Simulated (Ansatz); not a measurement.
The figure comes from a scan of InSe (beta-GaS type, space group P6_3/mmc): the cell is scaled evenly about its relaxed volume V₀. Level of theory: PBE-D3(BJ) (plane waves to 420 eV, PAW, scalar-relativistic; Ansatz, a quantum-chemistry and plane-wave program). k mesh 9×9×2 (Γ-centred), Fermi-Dirac smearing 0.05 eV. Stress and pressure are positive under compression. InSe was relaxed with its symmetry unable to fall. 

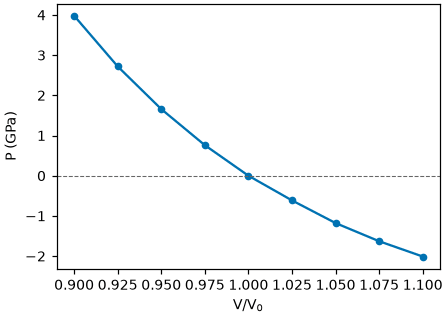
Figure. P (GPa) against V/V₀; one marker a computed point.

Task: List the plotted points as numbers.

Result: To the nearest 0.1:

| V/V₀ | P (GPa) |
|---|---|
| 0.900 | 4.0 |
| 0.925 | 2.7 |
| 0.950 | 1.7 |
| 0.975 | 0.8 |
| 1.000 | 0.0 |
| 1.025 | -0.6 |
| 1.050 | -1.2 |
| 1.075 | -1.6 |
| 1.100 | -2.0 |

(A scan under strain: stresses follow from slopes of the energy per volume, elastic moduli from its curvatures.)
